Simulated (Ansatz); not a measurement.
Method: PBE (plane waves to 420 eV, PAW; Ansatz, a quantum-chemistry and plane-wave program).

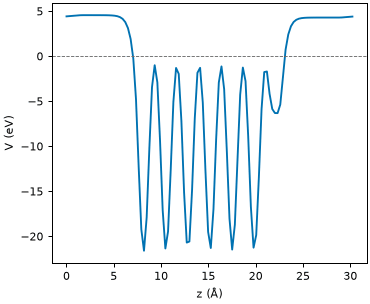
Figure. Planar average of the electrostatic potential across the slab, in eV from the Fermi level, for a constructed model of the (110) surface of bcc Nb, a pseudomorphic layer of Al in the host's stacking (bottom of the slab: a bare face, its two planes held)…

Slab: 7 atoms, 14.2 Å thick at the start; k 14x14x1, smearing 0.1 eV, dipole-corrected; 2 atoms held, the rest relaxed; symmetry of the start imposed; no spin, no spin-orbit, no U. It is one candidate, not shown to be the stable structure of the face.

The vacuum level lies 4.28 eV above the Fermi level over the top face and 4.54 eV above it under the bottom face.
